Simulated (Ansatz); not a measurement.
Run report: GeSiH5ClF2, geometry relaxation (part 1 of 2)

GeSiH5ClF2, computed with RHF/def2-SVP (Ansatz 0.2.0).

It belongs to a series of runs on one base structure; here: end point B relaxed.

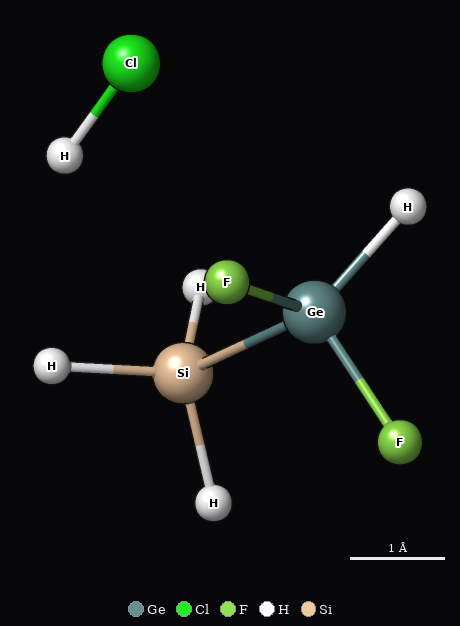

Figure 1. The starting structure (ball-and-stick view, seen at a tilt). Sticks mark near contacts.

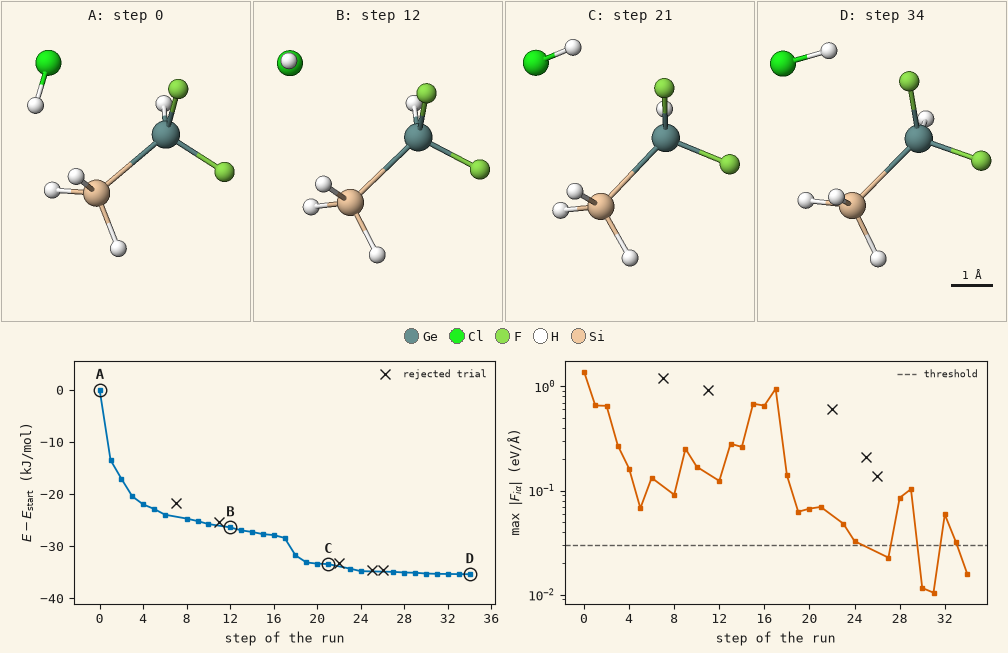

Figure 2. Frames of the relaxation (ball-and-stick view, seen at a tilt) above the curves, on which the letters mark them (the first geometry is step 0 here and step 1 in the log).

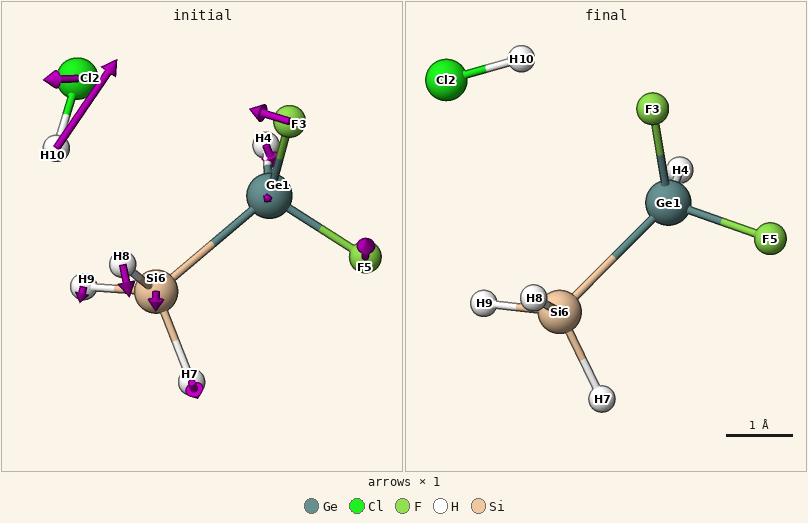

Figure 3. Before (left) and after (right) the relaxation, at one scale (ball-and-stick view, seen at a tilt). The pink arrows give the displacements, at true length. Over 34 geometry steps the energy falls by 35.4 kJ/mol. Largest force component: 1.4 eV/Å at the start, 0.016 eV/Å at the end. The line search rejected the trial steps at points 7, 11, 22, 25, 26 (counted from 0) and went back. The atom that moves furthest after the best rigid fit is H10 (1.65 Å). Largest moves by element: H 1.65 Å, F 0.73 Å, Cl 0.62 Å, Si 0.32 Å, Ge 0.13 Å. Among the contacts that change: Ge1–Si6 2.339 → 2.408 Å, Cl2–H10 1.321 → 1.276 Å, Ge1–F3 1.721 → 1.737 Å, Ge1–F5 1.727 → 1.722 Å. Among the angles that change: H8–Si6–H9 109.2° → 111.6°, F3–Ge1–H4 107.9° → 105.7°, Ge1–Si6–H7 108.9° → 106.9°. (Atoms are counted from 1 in the order of the input.)

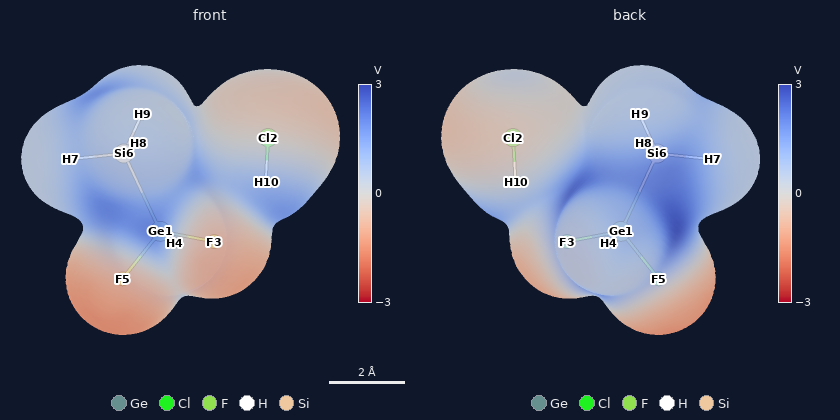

Figure 4. The electrostatic potential painted on the density surface at 0.002 e/bohr³, seen at a tilt and from behind; red is negative and blue positive. A positive charge is drawn to the negative regions and a negative charge to the positive ones.

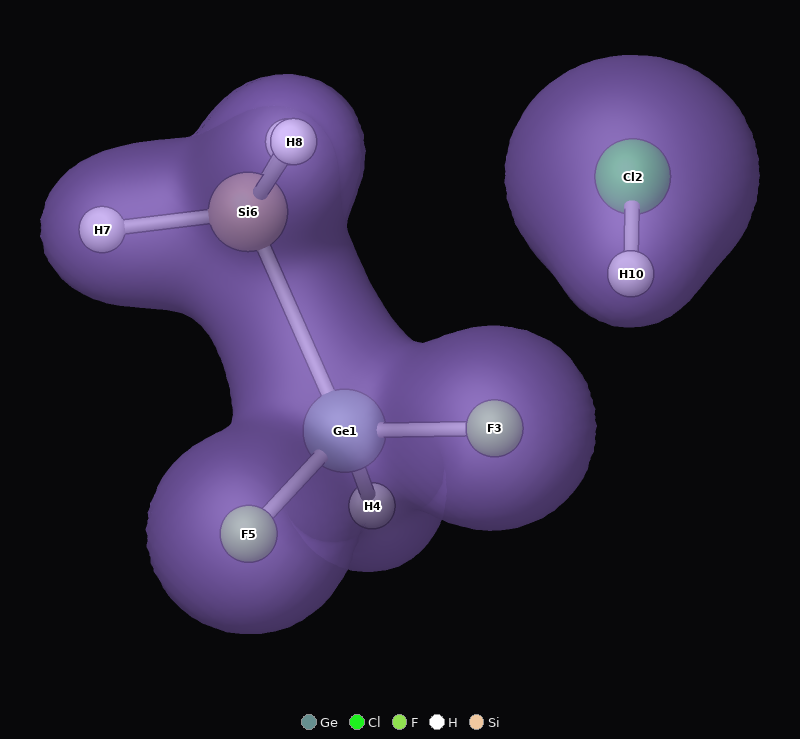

Figure 5. Isosurface of the total electron density at 0.2 e/Å³ (purple), seen face on. At this value the surface falls into two separate pieces. It is pinched off along the F···H (2.14 Å) contacts. On the grid the lowest density along these lines, outside the cores, is 0.1 e/Å³ (F···H, 2.14 Å), 0.9 e/Å³ (Ge–F, 1.72 Å), 0.6 e/Å³ (Si–Ge, 2.41 Å) and 1.7 e/Å³ (Cl–H, 1.28 Å).

The input that produced these results follows, with the program's output.

Input:
```yaml
crystal:
  periodic: [false, false, false]
  atoms:
    - { symbol: Ge, position_ang: [-0.494603, -0.077085, -0.417531] }
    - { symbol: Cl, position_ang: [-0.029094, 1.281264, 2.689685] }
    - { symbol: F, position_ang: [0.720503, -1.066042, 0.293888] }
    - { symbol: H, position_ang: [0.124503, 1.276887, -0.720038] }
    - { symbol: F, position_ang: [-0.759082, -0.835895, -1.94571] }
    - { symbol: Si, position_ang: [-2.485124, -0.270932, 0.795339] }
    - { symbol: H, position_ang: [-3.520928, -0.865303, -0.075047] }
    - { symbol: H, position_ang: [-2.248474, -1.149627, 1.963948] }
    - { symbol: H, position_ang: [-2.905109, 1.068083, 1.268516] }
    - { symbol: H, position_ang: [-1.090492, 0.53255, 2.928649] }
basis:
  gaussian: { orbitals: def2-SVP }
hamiltonian:
  xc: hf
relax:
  f_tol: 0.03
  max_steps: 50
output:
  orbitals: {}
```

Command:
```bash
ansatz run input.yaml --threads 2 --pin off --max-ram 3072MiB --backend cpu --events-out ev --progress --plain --runs-dir out
```

Output:
```
The last accepted step is kept in [file] (removed where the run ends without a failure and the disk answers)
Engine: ansatz 0.2.0, aarch64-unknown-linux-gnu
Functional definition: HF
  exchange = exact_x
  correlation = 0
1236 factors; integrals over basis functions are off by at most 3.0e-4 eV
mean field evaluation 1: about -82310.6067 eV, gradient 3.9e1 eV
mean field evaluation 2: about -82310.6493 eV, gradient 3.9e1 eV
mean field evaluation 4: about -82314.1300 eV, gradient 3.0e0 eV
mean field evaluation 8: about -82314.1802 eV, gradient 2.0e-4 eV
mean field -82314.18020500 eV, -3024.9903279786 hartree, gradient 1.8e-5 eV, S^2 0.000000; 0 other end points of the search recorded, 0 dependent functions left out
the calculation of the forces begins
reference -82314.18020500 eV, -3024.9903279786 hartree; 43, 43 occupied and 78, 78 virtual orbitals, 1236 factors
relax step   1: F+E_penalty+E_count = -82314.18020500 eV  Δ(F+E_penalty+E_count) = +0.000e0 eV  max|allowed force component| = 1.387e0 eV/Å  Δτ_max = 0.0000 Å  (34 SCF iters, accepted)
these checks for a lower state are left out or cut short: starts, cluster_reference, orbital_swaps, neighbouring_geometries, increment
1236 factors; integrals over basis functions are off by at most 3.1e-4 eV
mean field evaluation 16: about -82314.3196 eV, gradient 4.0e-3 eV
mean field -82314.31963494 eV, -3024.9954519342 hartree, gradient 4.2e-5 eV, S^2 0.000000; 0 other end points of the search recorded, 0 dependent functions left out
[... from here on the field's lines of each further geometry are left out, up to the last ...]
relax step   2: F+E_penalty+E_count = -82314.31963494 eV  Δ(F+E_penalty+E_count) = -1.394e-1 eV  max|allowed force component| = 6.555e-1 eV/Å  Δτ_max = 0.1986 Å  (33 SCF iters, accepted)
relax step   3: F+E_penalty+E_count = -82314.35691266 eV  Δ(F+E_penalty+E_count) = -3.728e-2 eV  max|allowed force component| = 6.503e-1 eV/Å  Δτ_max = 0.1923 Å  (32 SCF iters, accepted)
relax step   4: F+E_penalty+E_count = -82314.39187653 eV  Δ(F+E_penalty+E_count) = -3.496e-2 eV  max|allowed force component| = 2.703e-1 eV/Å  Δτ_max = 0.2000 Å  (33 SCF iters, accepted)
relax step   5: F+E_penalty+E_count = -82314.40781279 eV  Δ(F+E_penalty+E_count) = -1.594e-2 eV  max|allowed force component| = 1.624e-1 eV/Å  Δτ_max = 0.2000 Å  (32 SCF iters, accepted)
relax step   6: F+E_penalty+E_count = -82314.41678306 eV  Δ(F+E_penalty+E_count) = -8.970e-3 eV  max|allowed force component| = 6.772e-2 eV/Å  Δτ_max = 0.0978 Å  (32 SCF iters, accepted)
relax step   7: F+E_penalty+E_count = -82314.42826296 eV  Δ(F+E_penalty+E_count) = -1.148e-2 eV  max|allowed force component| = 1.325e-1 eV/Å  Δτ_max = 0.2000 Å  (32 SCF iters, accepted)
relax step   8: F+E_penalty+E_count = -82314.40487396 eV  Δ(F+E_penalty+E_count) = +2.339e-2 eV  max|allowed force component| = 1.190e0 eV/Å  Δτ_max = 0.1938 Å  (32 SCF iters, rejected (line search))
relax step   9: F+E_penalty+E_count = -82314.43601078 eV  Δ(F+E_penalty+E_count) = -7.748e-3 eV  max|allowed force component| = 9.115e-2 eV/Å  Δτ_max = 0.0969 Å  (33 SCF iters, accepted)
relax step  10: F+E_penalty+E_count = -82314.44098211 eV  Δ(F+E_penalty+E_count) = -4.971e-3 eV  max|allowed force component| = 2.516e-1 eV/Å  Δτ_max = 0.0996 Å  (32 SCF iters, accepted)
relax step  11: F+E_penalty+E_count = -82314.44689796 eV  Δ(F+E_penalty+E_count) = -5.916e-3 eV  max|allowed force component| = 1.692e-1 eV/Å  Δτ_max = 0.0998 Å  (33 SCF iters, accepted)
relax step  12: F+E_penalty+E_count = -82314.44375416 eV  Δ(F+E_penalty+E_count) = +3.144e-3 eV  max|allowed force component| = 9.225e-1 eV/Å  Δτ_max = 0.1941 Å  (32 SCF iters, rejected (line search))
relax step  13: F+E_penalty+E_count = -82314.45349315 eV  Δ(F+E_penalty+E_count) = -6.595e-3 eV  max|allowed force component| = 1.238e-1 eV/Å  Δτ_max = 0.0971 Å  (33 SCF iters, accepted)
relax step  14: F+E_penalty+E_count = -82314.45941483 eV  Δ(F+E_penalty+E_count) = -5.922e-3 eV  max|allowed force component| = 2.814e-1 eV/Å  Δτ_max = 0.0972 Å  (32 SCF iters, accepted)
relax step  15: F+E_penalty+E_count = -82314.46253821 eV  Δ(F+E_penalty+E_count) = -3.123e-3 eV  max|allowed force component| = 2.621e-1 eV/Å  Δτ_max = 0.0395 Å  (34 SCF iters, accepted)
relax step  16: F+E_penalty+E_count = -82314.46693759 eV  Δ(F+E_penalty+E_count) = -4.399e-3 eV  max|allowed force component| = 6.813e-1 eV/Å  Δτ_max = 0.1942 Å  (32 SCF iters, accepted)
relax step  17: F+E_penalty+E_count = -82314.46878997 eV  Δ(F+E_penalty+E_count) = -1.852e-3 eV  max|allowed force component| = 6.537e-1 eV/Å  Δτ_max = 0.0114 Å  (35 SCF iters, accepted)
relax step  18: F+E_penalty+E_count = -82314.47440521 eV  Δ(F+E_penalty+E_count) = -5.615e-3 eV  max|allowed force component| = 9.475e-1 eV/Å  Δτ_max = 0.1951 Å  (32 SCF iters, accepted)
relax step  19: F+E_penalty+E_count = -82314.50915520 eV  Δ(F+E_penalty+E_count) = -3.475e-2 eV  max|allowed force component| = 1.397e-1 eV/Å  Δτ_max = 0.2000 Å  (32 SCF iters, accepted)
relax step  20: F+E_penalty+E_count = -82314.52321738 eV  Δ(F+E_penalty+E_count) = -1.406e-2 eV  max|allowed force component| = 6.259e-2 eV/Å  Δτ_max = 0.1439 Å  (32 SCF iters, accepted)
relax step  21: F+E_penalty+E_count = -82314.52568015 eV  Δ(F+E_penalty+E_count) = -2.463e-3 eV  max|allowed force component| = 6.701e-2 eV/Å  Δτ_max = 0.0250 Å  (34 SCF iters, accepted)
relax step  22: F+E_penalty+E_count = -82314.52650708 eV  Δ(F+E_penalty+E_count) = -8.269e-4 eV  max|allowed force component| = 6.964e-2 eV/Å  Δτ_max = 0.0142 Å  (25 SCF iters, accepted)
relax step  23: F+E_penalty+E_count = -82314.52428594 eV  Δ(F+E_penalty+E_count) = +2.221e-3 eV  max|allowed force component| = 6.089e-1 eV/Å  Δτ_max = 0.1950 Å  (33 SCF iters, rejected (line search))
relax step  24: F+E_penalty+E_count = -82314.53551134 eV  Δ(F+E_penalty+E_count) = -9.004e-3 eV  max|allowed force component| = 4.812e-2 eV/Å  Δτ_max = 0.0949 Å  (33 SCF iters, accepted)
relax step  25: F+E_penalty+E_count = -82314.54060921 eV  Δ(F+E_penalty+E_count) = -5.098e-3 eV  max|allowed force component| = 3.266e-2 eV/Å  Δτ_max = 0.0821 Å  (33 SCF iters, accepted)
relax step  26: F+E_penalty+E_count = -82314.53866032 eV  Δ(F+E_penalty+E_count) = +1.949e-3 eV  max|allowed force component| = 2.090e-1 eV/Å  Δτ_max = 0.1466 Å  (32 SCF iters, rejected (line search))
relax step  27: F+E_penalty+E_count = -82314.53848903 eV  Δ(F+E_penalty+E_count) = +2.120e-3 eV  max|allowed force component| = 1.381e-1 eV/Å  Δτ_max = 0.0686 Å  (32 SCF iters, rejected (line search))
relax step  28: F+E_penalty+E_count = -82314.54200344 eV  Δ(F+E_penalty+E_count) = -1.394e-3 eV  max|allowed force component| = 2.269e-2 eV/Å  Δτ_max = 0.0335 Å  (35 SCF iters, accepted)
```
